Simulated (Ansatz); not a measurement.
Fields on a plane of In2Ge2O7 (space group C2/m)

```xyz
11
Lattice="3.2942 -4.3806 0.0000 3.2942 4.3806 0.0000 -1.0150 0.0000 4.8094" Properties=species:S:1:pos:R:3 pbc="T T T"
In     3.2942     1.6965     0.0000
In     3.2942    -1.6965     0.0000
Ge     4.4187     0.0000     2.8524
Ge     1.1548     0.0000     1.9571
O      1.3725    -1.4664     1.0240
O      4.2010     1.4664     3.7854
O      4.2010    -1.4664     3.7854
O      1.3725     1.4664     1.0240
O     -0.5075     0.0000     2.4047
O      1.9893     0.0000     3.4979
O      3.5842     0.0000     1.3116
```

The slice is a (1 0 -1) plane (indices of the conventional cell) through the point (0.762, 0.762, 0.593) (fractional), spanned by u = [111] and v = [1 -1 0] in vectors of this cell: u (7.36 Å) and v (8.76 Å, at 90° to u). It covers one period; positions are fractions (u, v).

Atoms on it: Ge at (0.00, 0.00); O at (0.15, 0.50), 0.1 Å off the plane. Other atoms lie within 1 Å of the plane.

Computed with LDA (plane waves to 420 eV, PAW, scalar-relativistic; Ansatz, a program for electronic structure). k mesh 5×5×6. Inside the PAW spheres the values are not all-electron values, and peaks at nuclei hang on which shells count as valence. In2Ge2O7 was relaxed with its symmetry unable to fall.

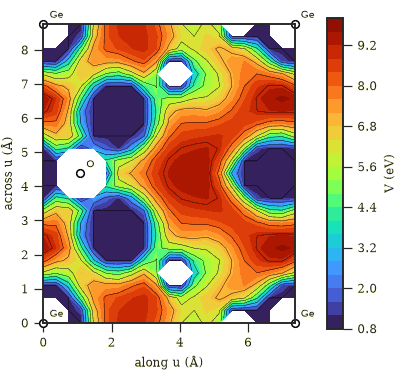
Figure. Electrostatic potential energy of an electron, from the cell's mean, in eV, one period of the plane, atoms marked. Points within 0.7 Å of a nucleus are left white, as the pseudised field means little there. Values under 1 eV are set to 1. The zero, the cell's mean, hangs on the PAW cores.

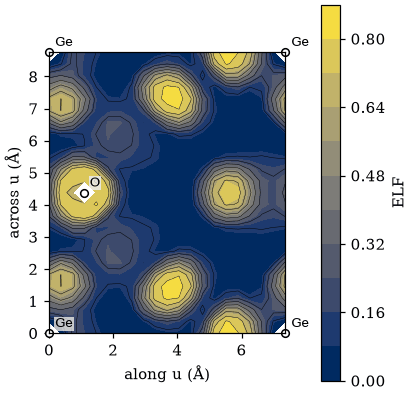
*Electron localisation function (ELF), one period of the plane, atoms marked. Points within 0.3 Å of a nucleus are left white, as the pseudised field means little there.*
